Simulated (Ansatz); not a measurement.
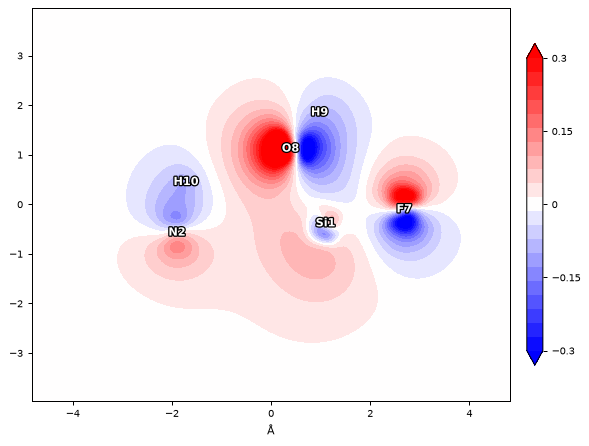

F₂H₂OSi···NH₃. The HOMO−1 on the plane of atoms F7, Si1 and O8 (values in Å⁻³ᐟ²; the overall sign is arbitrary).

Not at a stationary point (largest force 0.9 eV/Å).

The calculation used RKS CAM-B3LYP-D4/def2-SVP in Ansatz.

```yaml
atoms:
  - { symbol: Si, position_ang: [0.1157, -0.4849, -0.4033] }
  - { symbol: N, position_ang: [0.4312, 0.2114, 2.5092] }
  - { symbol: H, position_ang: [-0.5040, 0.3888, 2.8734] }
  - { symbol: H, position_ang: [1.1054, 0.5924, 3.1699] }
  - { symbol: H, position_ang: [1.2131, 0.4642, -0.4152] }
  - { symbol: F, position_ang: [-1.2847, 0.1990, -0.0149] }
  - { symbol: F, position_ang: [-0.1171, -1.0339, -1.9046] }
  - { symbol: O, position_ang: [0.3963, -1.8358, 0.5253] }
  - { symbol: H, position_ang: [0.1464, -2.6717, 0.1119] }
  - { symbol: H, position_ang: [0.5480, -0.8188, 2.4847] }
```

Where does this orbital lie, and at what energy?

By Hirshfeld shares it lies mainly on O8 (about 65 %) and H5 (about 5 %); largely a lone pair of O8. Its energy is −11.05 eV.
